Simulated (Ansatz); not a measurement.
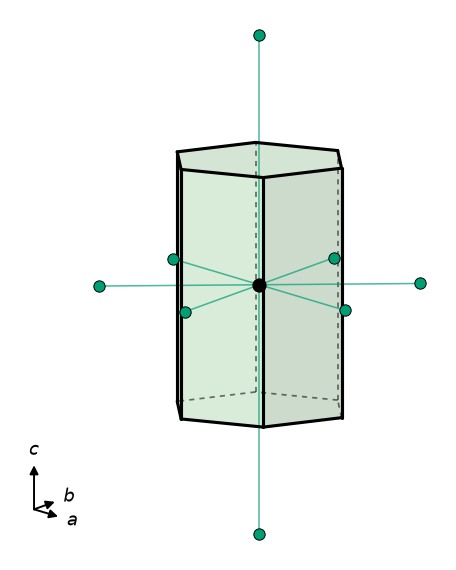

Crystal: Hf, a calculation's input that goes back to an entry of the Crystallography Open Database (an earlier step may have relaxed or displaced it). The Wigner–Seitz cell of the crystal's lattice, with lines to the lattice points that define its faces. The drawing is computed from the coordinates (standard cell, symmetry found to 0.002 Å).

a = 3.197 Å, b = 3.197 Å, c = 5.058 Å, α = 90.00°, β = 90.00°, γ = 120.00°; space group No. 194, P6_3/mmc.

### Describe the polyhedron.

A hexagonal prism: 8 faces (6 with 4 edges, 2 with 6 edges), 18 edges, 12 vertices. Its volume is that of the primitive cell, 44.8 Å³.

### Which lattice vectors do the faces bisect?

```
example  length (Å)  faces  edges of each  area (Å²)
  a + b        3.20      6              4        9.3
      c        5.06      2              6        8.8
```
